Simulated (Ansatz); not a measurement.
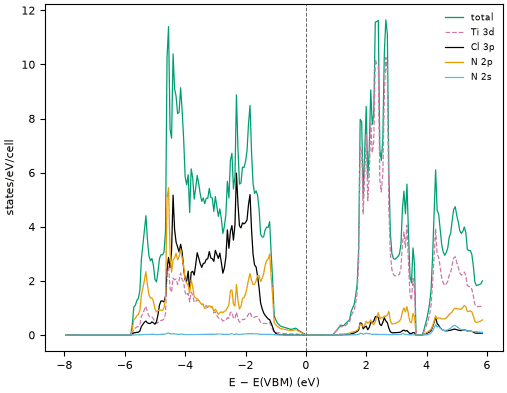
Total and projected density of states of TiNCl in space group Pmmn (No. 59; Ti on 2b, N on 2a, Cl on 2a), r²SCAN+D4 (plane waves, PAW; program Ansatz)

Q: Which orbitals carry the states next to the gap?

A: Top 1 eV of the valence band: N 2p 76 %, Ti 3d 17 %. Bottom 1 eV of the conduction band: Ti 3d 86 %, N 2p 7 %, Cl 3p 5 %. Projections are on Löwdin-orthogonalised atomic valence shells; empty p or d shells of many metals are not among them.

Q: Where is the tallest occupied peak in this window, and what makes it?

A: Near -4.5 eV, about 11 states/eV per cell; the largest projected share is N 2p.

The first step of the workflow began from a Materials Project structure, measured or hypothetical; the Crystallography Open Database files this formula in space group No. 59, but the cells were not matched. Its standing as an ambient phase is unchecked. The cell was relaxed with r²SCAN+D4 under the symmetry of its start; its stability against distortions is not shown here. The run is not spin-polarised.

Potentials: the later of the program's two PAW sets.
